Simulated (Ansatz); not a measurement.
# How far to go with the k-point mesh at a smearing width of 0.02 eV: ZrAu (P4mm, 2 atoms in the cell)

```
CELL_PARAMETERS angstrom
      3.15616     0.00000     0.00000
      0.00000     3.15616     0.00000
      0.00000     0.00000     3.90579
ATOMIC_POSITIONS crystal
  Zr 0.00000 0.00000 0.01280
  Au 0.50000 0.50000 0.50000
```

Level of theory: PBEsol, default PAW files made with PBE (plane waves; Ansatz, an electronic-structure program).

Base settings: basis.ecutwfc = 30.9 Ry; kpoints.mp_grid.grid = 10 10 9; hamiltonian.xc = pbesol; hamiltonian.pseudopotentials = {kind: paw} (the program's default PAW files); scf.occupations.method = gaussian; scf.occupations.width = 0.0073 Ry.

In this ladder: scf.occupations.width = 0.0015 Ry.

Only quantities that move along the ladder and can be compared are tabulated.

The count of work is k-points × plane waves × bands × iterations; it is no time. 

The starting cell comes from a database of computed structures (which also holds hypothetical and non-ambient phases and stackings), without a prior relaxation at this level. Its lattice was rescaled by up to half a per cent. One atom was moved a little off its site on purpose. Ansatz's pressure includes its estimate of the finite-basis (Pulay) stress.

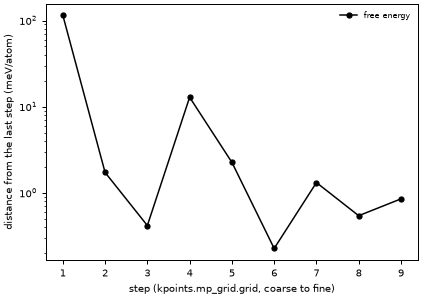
Fig. 1. Distance from the last step along the ladder; very small values are drawn at a floor.

```csv
kpoints.mp_grid.grid,free energy less the last step's (meV/atom),pressure (GPa),largest difference of a force vector from the last step's (eV/Å),count of work / last
4 4 3,-115.29,-3.65,0.082,0.012
5 5 4,-1.73,-1.71,0.011,0.018
7 7 5,0.42,-2.11,0.046,0.030
8 8 6,12.88,-2.41,0.068,0.070
9 9 8,-2.26,-2.92,0.022,0.075
11 11 9,-0.23,-2.56,0.010,0.10
14 14 11,1.32,-2.61,0.002,0.22
17 17 14,0.54,-2.64,0.000,0.36
20 20 16,-0.85,-2.63,0.001,0.59
25 25 20,0.00,-2.56,0.000,1.0
```

Coarsest kpoints.mp_grid.grid that holds the forces within 0.02 eV/Å of the last step, with all finer ones: 11 11 9, at 0.10 of the last step's count of work; the step before is off by 0.022 eV/Å.

Coarsest kpoints.mp_grid.grid that holds the free energy within 5 meV/atom of the last step, with all finer ones: 9 9 8, at 0.075 of the last step's count of work; the step before is off by 13 meV/atom.

Coarsest kpoints.mp_grid.grid that holds the pressure within 0.5 GPa of the last step, with all finer ones: 7 7 5, at 0.030 of the last step's count of work; the step before is off by 0.85 GPa.

Keys are those of Ansatz 0.2.
